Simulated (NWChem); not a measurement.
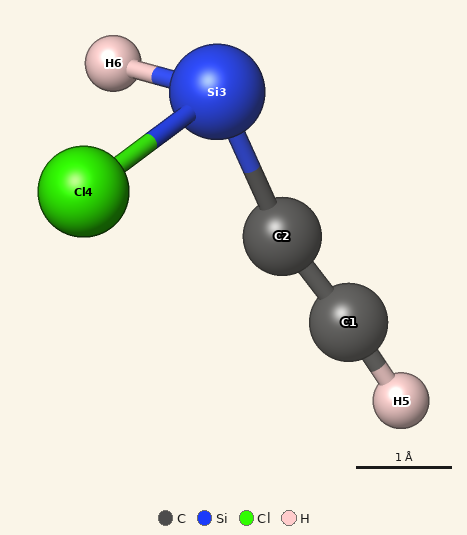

*The input geometry (ball-and-stick view, seen at a tilt; atoms are numbered from 1 in the order of the input).*

C2H2ClSi (charge −1): energy and gradient calculation (part 1 of 2)

System: C2H2ClSi, charge −1, SMILES C#C[SiH-]Cl.
Method: HCTH/407/6-311G*, UKS (NWChem 7.3.0).

The geometry comes from this level: GFN2-xTB.

Log
```
Northwest Computational Chemistry Package (NWChem) 7.3.0
             --------------------------------------------------------

           Job information
           ---------------

    nwchem branch   = 7.3.0
    use scalapack   = T
    input           = c2h2clsi.nw
    prefix          = c2h2clsi.
    data base       = ./c2h2clsi.db
    status          = startup
    nproc           =        1

           Memory information
           ------------------

    heap     =     28835834 doubles =      220.0 Mbytes
    stack    =    115343359 doubles =      880.0 Mbytes
    global   =    144179200 doubles =     1100.0 Mbytes (distinct from heap & stack)
    total    =    288358393 doubles =     2200.0 Mbytes
    verify   = yes
    hardfail = no

           Directory information
           ---------------------

  0 permanent = .
  0 scratch   = .

                                NWChem Input Module
                                -------------------

                                 C2H2ClSi gradient
                                 -----------------

 Scaling coordinates for geometry "geometry" by  1.889725989
 (inverse scale =  0.529177249)

                             Geometry "geometry" -> ""
                             -------------------------

 Output coordinates in angstroms (scale by  1.889725989 to convert to a.u.)

  No.       Tag          Charge          X              Y              Z
 ---- ---------------- ---------- -------------- -------------- --------------
    1 C                    6.0000     0.00000000     0.00000000     0.00000000
    2 C                    6.0000     0.00000000     0.00000000     1.20721700
    3 Si                  14.0000     0.46656965     0.00000000     3.01197715
    4 Cl                  17.0000    -0.18807618    -2.15940413     3.52350621
    5 H                    1.0000    -0.07146906    -0.01241158    -1.05509839
    6 H                    1.0000    -0.78148439     0.61979896     3.55490945

      Atomic Mass
      -----------

      C                 12.000000
      Si                27.976930
      Cl                34.968850
      H                  1.007825

 Effective nuclear repulsion energy (a.u.)     157.0320577767

            Nuclear Dipole moment (a.u.)
            ----------------------------
        X                 Y               Z
 ---------------- ---------------- ----------------
     4.6897831656   -68.2238001126   211.2910163578

                                Z-matrix (user)
                                --------

 Units are Angstrom for bonds and degrees for angles

      Type          Name      I     J     K     L     M      Value
      ----------- --------  ----- ----- ----- ----- ----- ----------
    1 Stretch                  2     1                       1.20722
    2 Stretch                  3     2                       1.86409
    3 Bend                     3     2     1               165.50515
    4 Stretch                  4     3                       2.31371
    5 Bend                     4     3     2                98.23483
    6 Torsion                  4     3     2     1        -109.43291
    7 Stretch                  5     1                       1.05759
    8 Bend                     5     1     4               147.19647
    9 Torsion                  5     1     4     3         170.95156
   10 Stretch                  6     3                       1.49552
   11 Bend                     6     3     2                98.19876
   12 Torsion                  6     3     2     1         155.24632

            XYZ format geometry
            -------------------
     6
 geometry
 C                     0.00000000     0.00000000     0.00000000
 C                     0.00000000     0.00000000     1.20721700
 Si                    0.46656965     0.00000000     3.01197715
 Cl                   -0.18807618    -2.15940413     3.52350621
 H                    -0.07146906    -0.01241158    -1.05509839
 H                    -0.78148439     0.61979896     3.55490945

 ==============================================================================
                                internuclear distances
 ------------------------------------------------------------------------------
       center one      |      center two      | atomic units |  angstroms
 ------------------------------------------------------------------------------
    2 C                |   1 C                |     2.28131  |     1.20722
    3 Si               |   2 C                |     3.52263  |     1.86409
    4 Cl               |   3 Si               |     4.37228  |     2.31371
    5 H                |   1 C                |     1.99855  |     1.05759
    6 H                |   3 Si               |     2.82611  |     1.49552
 ------------------------------------------------------------------------------
                         number of included internuclear distances:          5
 ==============================================================================

 ==============================================================================
                                 internuclear angles
 ------------------------------------------------------------------------------
        center 1       |       center 2       |       center 3       |  degrees
 ------------------------------------------------------------------------------
    2 C                |   1 C                |   5 H                |   176.07
    1 C                |   2 C                |   3 Si               |   165.51
    2 C                |   3 Si               |   4 Cl               |    98.23
    2 C                |   3 Si               |   6 H                |    98.20
    4 Cl               |   3 Si               |   6 H                |    94.04
 ------------------------------------------------------------------------------
                            number of included internuclear angles:          5
 ==============================================================================

                      Basis "ao basis" -> "" (spherical)
                      -----
  [basis functions not shown]

 Summary of "ao basis" -> "" (spherical)
 ------------------------------------------------------------------------------
       Tag                 Description            Shells   Functions and Types
 ---------------- ------------------------------  ------  ---------------------
 C                          6-311G*                  8       18   4s3p1d
 Si                         6-311G*                 12       26   6s5p1d
 Cl                         6-311G*                 12       26   6s5p1d
 H                          6-311G*                  3        3   3s

                                 NWChem DFT Module
                                 -----------------

                                 C2H2ClSi gradient

 Summary of "ao basis" -> "ao basis" (spherical)
 ------------------------------------------------------------------------------
       Tag                 Description            Shells   Functions and Types
 ---------------- ------------------------------  ------  ---------------------
 C                          6-311G*                  8       18   4s3p1d
 Si                         6-311G*                 12       26   6s5p1d
 Cl                         6-311G*                 12       26   6s5p1d
 H                          6-311G*                  3        3   3s

  Caching 1-el integrals

            General Information
            -------------------
          SCF calculation type: DFT
          Wavefunction type:  spin polarized.
          No. of atoms     :     6
          No. of electrons :    46
           Alpha electrons :    23
            Beta electrons :    23
          Charge           :    -1
          Spin multiplicity:     1
          Use of symmetry is: off; symmetry adaption is: off
          Maximum number of iterations:  50
          This is a Direct SCF calculation.
          AO basis - number of functions:    94
                     number of shells:    46
          Convergence on energy requested:  1.00D-06
          Convergence on density requested:  1.00D-05
          Convergence on gradient requested:  5.00D-04

              XC Information
              --------------
                      HCTH407 Method XC Functional
                      HCTH407  Exchange Functional  1.000
                   HCTH407  Correlation Functional  1.000

             Grid Information
             ----------------
          Grid used for XC integration:  medium
          Radial quadrature: Mura-Knowles
          Angular quadrature: Lebedev.
          Tag              B.-S. Rad. Rad. Pts. Rad. Cut. Ang. Pts.
          ---              ---------- --------- --------- ---------
          C                   0.70       49          11.0       434
          Si                  1.10       88          11.0       590
          Cl                  1.00       88          13.0       590
          H                   0.35       45          13.0       434
          Grid pruning is: on
          Number of quadrature shells:   364
          Spatial weights used:  Erf1

          Convergence Information
          -----------------------
          Convergence aids based upon iterative change in
          total energy or number of iterations.
          Levelshifting, if invoked, occurs when the
          HOMO/LUMO gap drops below (HL_TOL):  1.00D-02
          DIIS, if invoked, will attempt to extrapolate
          using up to (NFOCK):  4 stored Fock matrices.

                    Damping(70%)  Levelshifting(0.5)       DIIS
                  --------------- ------------------- ---------------
          dE  on:    start            ASAP                start
          dE off:    5 iters         50 iters            50 iters

      Screening Tolerance Information
      -------------------------------
          Density screening/tol_rho:  1.00D-10
          AO Gaussian exp screening on grid/accAOfunc:  14
          CD Gaussian exp screening on grid/accCDfunc:  20
          XC Gaussian exp screening on grid/accXCfunc:  20
          Schwarz screening/accCoul:  1.00D-08

      Superposition of Atomic Density Guess
      -------------------------------------

 Sum of atomic energies:        -824.65017695

 Renormalizing density from      45.00 to     46
```
